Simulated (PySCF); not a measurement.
SMILES C[B]([GeH3])[GeH3] (CH9BGe2) at its PBE0/def2-SVP optimised geometry (Å):

```
13

B      0.0965     0.2845     0.0000
Ge    -1.9777     0.2845     0.0000
H     -2.5796    -0.4941     1.1883
H     -2.5884     1.7041     0.0000
H     -2.4702    -0.4214    -1.2851
Ge     1.0950    -1.4916     0.3879
H      0.4543    -2.3171     1.5229
H      1.0382    -2.3694    -0.8846
H      2.5884    -1.2870     0.7287
C      0.8911     1.5960    -0.2688
H      1.9184     1.4691    -0.6431
H      0.9964     2.0107     0.7597
H      0.3622     2.3694    -0.8466
```

Calculation: PBE0/def2-TZVP (PySCF). Cells within 0.4 Å of a nucleus heavier than hydrogen are left out (blank, or x).

Map of the HOMO−1 amplitude (bohr^(-3/2)) on the plane z = 0.0 Å; orbital energy -8.68 eV, overall sign arbitrary:

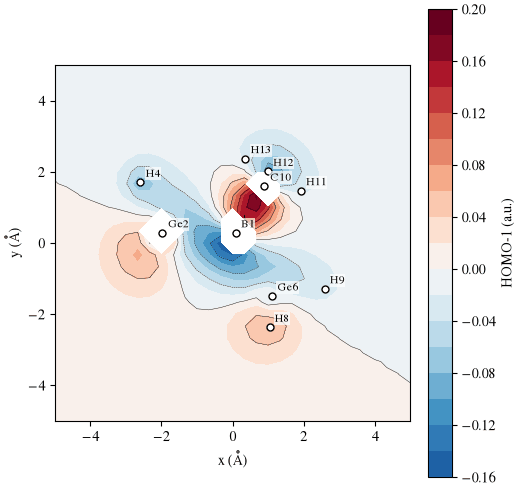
HOMO−1 amplitude (bohr^(-3/2)) on the plane z = 0.0 Å.
